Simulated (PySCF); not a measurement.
C₄H₁₂Cl₂GeSi, SMILES [CH3][Ge]([CH3])([CH3])[CH2][SiH](Cl)Cl at its GFN2-xTB optimised geometry (Å):

```
20

Si     0.5206     1.3996     0.0000
Cl    -0.0893     0.5361    -1.7178
Cl    -0.0988     3.3285     0.0000
C     -0.2220     0.4779     1.4694
Ge    -0.0695    -1.5228     1.3653
C     -1.5348    -2.2448     0.2413
C      1.6989    -2.0210     0.6173
C     -0.2339    -2.2264     3.2196
H      1.9792     1.3996     0.0000
H     -1.2789     0.7242     1.5734
H      0.2625     0.8111     2.3860
H     -1.4753    -3.3285     0.1946
H     -2.5039    -1.9771     0.6524
H     -1.4740    -1.8576    -0.7701
H      2.5039    -1.5469     1.1709
H      1.8426    -3.0963     0.6690
H      1.7746    -1.7193    -0.4225
H      0.5752    -1.8594     3.8440
H     -0.1953    -3.3116     3.2214
H     -1.1740    -1.9223     3.6703
```

Method: B3LYP/def2-SVP (PySCF 2.14.0). Cells within 0.4 Å of a nucleus heavier than hydrogen are left out (blank, or x).

Map of the log10 of the electron density (e/bohr³), floored at −4 on the plane z = 0.8 Å:

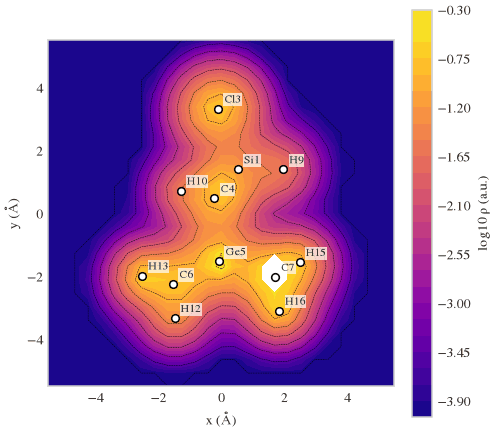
*Log10 of the electron density (e/bohr³), floored at −4 on the plane z = 0.8 Å.*
